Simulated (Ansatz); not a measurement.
**Abstraction of H: C2H8GaN + GeH(CH3)2 → C2H7GaN + GeH2(CH3)2**

Species: C2H8GaN `C[CH2][GaH][NH2]`, singlet; GeH(CH3)2, doublet; C2H7GaN `C[CH2][Ga][NH2]`, doublet; GeH2(CH3)2, singlet. A radical takes H: the energy is the difference in strength between the Ga–H bond broken and the Ge–H bond made.

Shapes, held fixed at every level: PBE0-D4/def2-TZVP. Flexible molecules stand in one conformer, not always the lowest. Programs: Ansatz 0.2.0. Electronic energies: no zero-point or thermal term.

```json
{"level": "PBE-D4/def2-TZVPP", "kind": "GGA", "ΔE (kJ/mol)": "-21.3", "less CCSD(T)/def2-TZVPP": "-1.2", "CPU time (sum over the molecules)": "39 s"}
{"level": "B3LYP-D4/def2-TZVPP", "kind": "global hybrid", "ΔE (kJ/mol)": "-21.0", "less CCSD(T)/def2-TZVPP": "-0.9", "CPU time (sum over the molecules)": "72 s"}
{"level": "PBE0-D4/def2-TZVPP", "kind": "global hybrid", "ΔE (kJ/mol)": "-20.0", "less CCSD(T)/def2-TZVPP": "+0.1", "CPU time (sum over the molecules)": "52 s"}
{"level": "wB97M-V/def2-TZVPP", "kind": "range-separated hybrid", "ΔE (kJ/mol)": "-18.0", "less CCSD(T)/def2-TZVPP": "+2.1", "CPU time (sum over the molecules)": "2.8 min"}
{"level": "B2PLYP/def2-TZVPP", "kind": "double hybrid", "ΔE (kJ/mol)": "-21.2", "less CCSD(T)/def2-TZVPP": "-1.1", "CPU time (sum over the molecules)": "88 s"}
{"level": "CCSD/def2-TZVPP", "kind": "coupled cluster or CI", "ΔE (kJ/mol)": "-19.1", "less CCSD(T)/def2-TZVPP": "+1.0", "CPU time (sum over the molecules)": "–"}
{"level": "CCSD(T)/def2-TZVPP", "kind": "coupled cluster or CI", "ΔE (kJ/mol)": "-20.1", "less CCSD(T)/def2-TZVPP": "0.0", "CPU time (sum over the molecules)": "27 min"}
```

The highest level, CCSD(T)/def2-TZVPP, gives ΔE = -20.1 kJ/mol; the levels span -21.3 to -18.0. The column of differences is taken from that level and isn't an error. No measured value is set beside it here. Open shells run unrestricted. Relativity is left out for Ga, Ge. Outer-core shells of Ga, Ge are correlated in most correlated rows, in sets that cover them unevenly. Times are processor times on shared x86 and Arm servers, and rough.

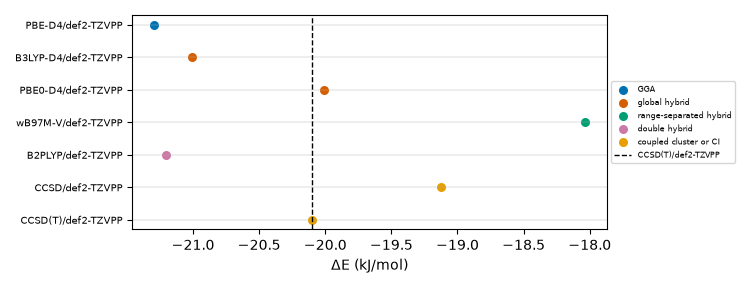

The values of the table, level by level.
